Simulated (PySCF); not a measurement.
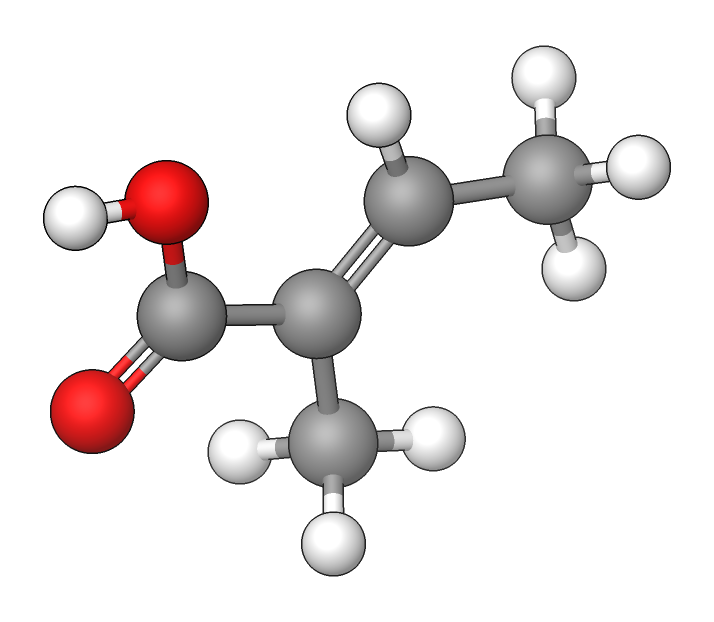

Double and triple bonds are drawn as two and three sticks. Colours: carbon grey, oxygen red, hydrogen white.

Computed geometry: PBE0-D3(BJ)/def2-SVP optimisation. No frequency run is at hand to confirm it as a minimum.

> What is the molecular formula?

C₅H₈O₂, 15 atoms: 5 carbon, 8 hydrogen and 2 oxygen.

> Does it have rings?

It has no ring.

> Name some functional groups or characteristic bonds that it holds.

Among them: carboxylic acid, alkene.

More results for the same structure follow; atom numbers are the same in all pictures, views and colours differ.

### Geometry

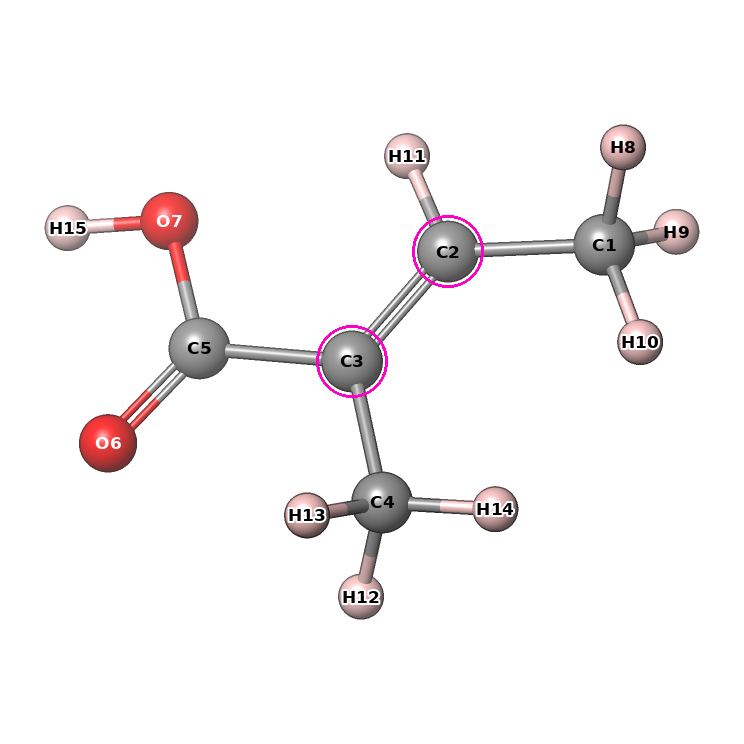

Atoms fade into the background with distance from the viewer. Circles mark the stereogenic atoms. No frequency run is at hand to confirm it as a minimum.

> Give the R/S and E/Z labels.

C2=C3: E.

### Electronic properties

No frequency run is at hand to confirm it as a minimum. Properties computed with CAM-B3LYP/def2-SVPD in dichloromethane (IEF-PCM) (PySCF 2.14.0). Excitations: vertical, linear response.

> What is the mean static polarisability?

91.3 bohr³.

> Estimate the HOMO–LUMO gap.

8.70 eV.

> Estimate the lowest vertical singlet excitation.

5.44 eV.

> Estimate the brightest of the 6 lowest singlets.

5.77 eV.

### NMR shielding

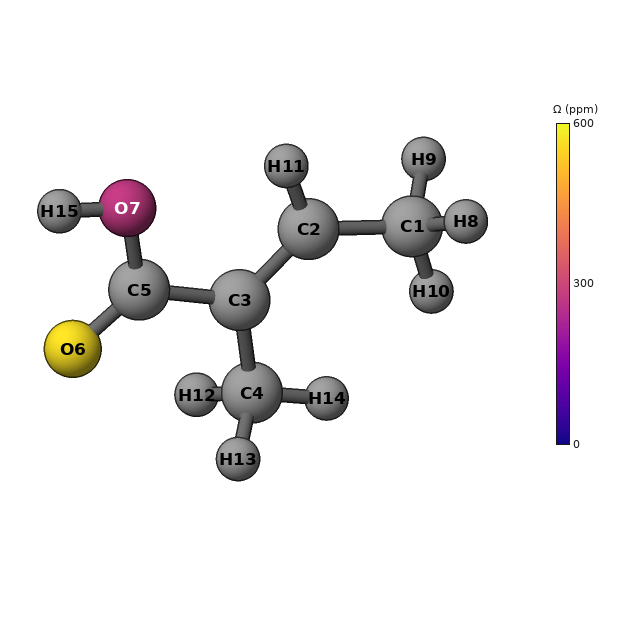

The O atoms are coloured by the span of their shielding tensor. No frequency run is at hand to confirm it as a minimum. Properties computed with GIAO PBE0/pcSseg-1 NMR shielding, non-relativistic, IEF-PCM methanol (PySCF 2.14.0). Principal shieldings σ11 ≤ σ22 ≤ σ33, span Ω = σ33 − σ11, skew κ = 3(σiso − σ22)/Ω.

> Which O atom has the most anisotropic shielding?

O6, with a span of 563 ppm.

Give the shielding tensors of the O atoms.

```json
{"atom": "O6", "σ11": "−278.9", "σ22": "−181.4", "σ33": "284.5", "σiso": "−58.6", "Ω": "563.5", "κ": "0.65"}
{"atom": "O7", "σ11": "−15.7", "σ22": "173.7", "σ33": "258.8", "σiso": "138.9", "Ω": "274.5", "κ": "−0.38"}
```

Shieldings and span in ppm.

### Charges

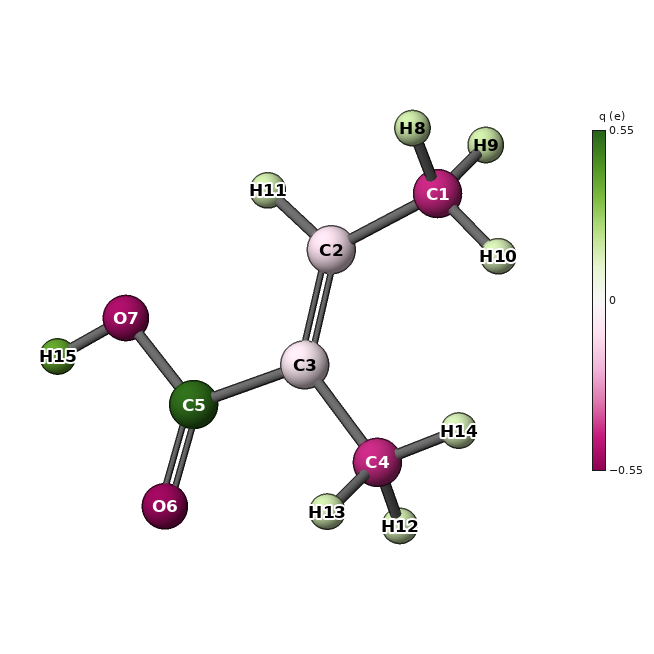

Atoms are coloured by their IAO charges. No frequency run is at hand to confirm it as a minimum. Method: PBE0/pcSseg-1 in dichloromethane (IEF-PCM) (PySCF 2.14.0).

Give the IAO charges atom by atom.

| atom | value (e) |
| --- | --- |
| C1 | −0.42 |
| C2 | −0.10 |
| C3 | −0.07 |
| C4 | −0.42 |
| C5 | 0.52 |
| O6 | −0.51 |
| O7 | −0.49 |
| H8 | 0.16 |
| H9 | 0.16 |
| H10 | 0.15 |
| H11 | 0.16 |
| H12 | 0.16 |
| H13 | 0.16 |
| H14 | 0.15 |
| H15 | 0.39 |

### Dipole moment

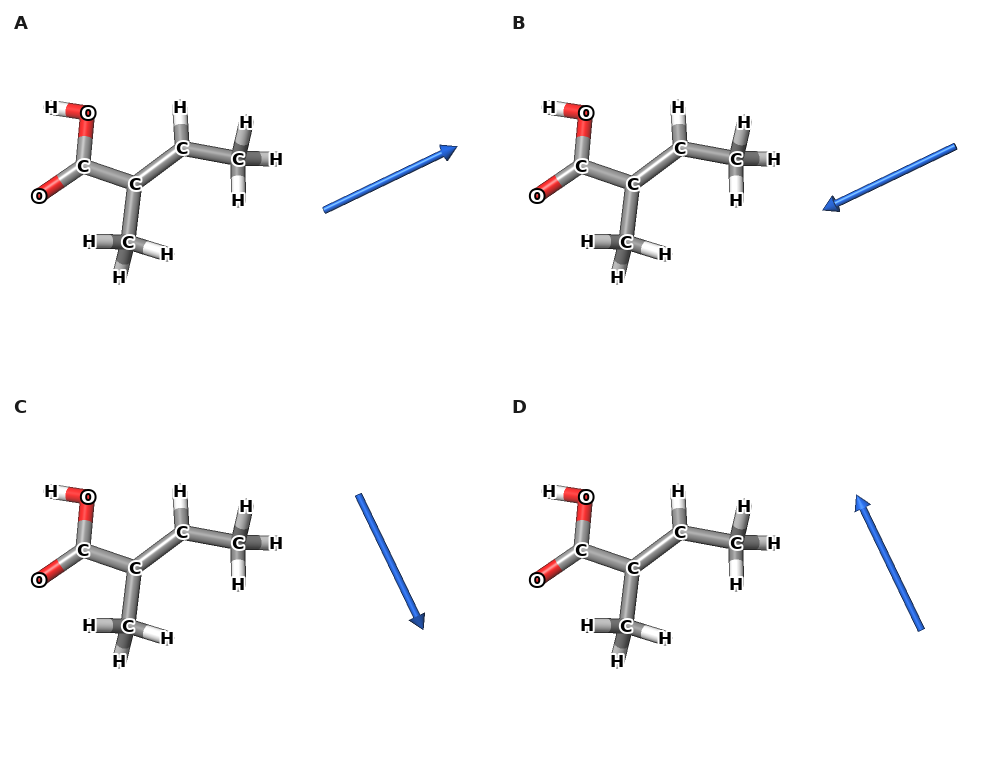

The same molecule four times, each with an arrow. No frequency run is at hand to confirm it as a minimum. Properties computed with CAM-B3LYP/def2-SVPD, gas phase (PySCF 2.14.0).

> Which arrow points along the dipole moment, from the negative to the positive end?

A. The dipole moment is 2.52 D.
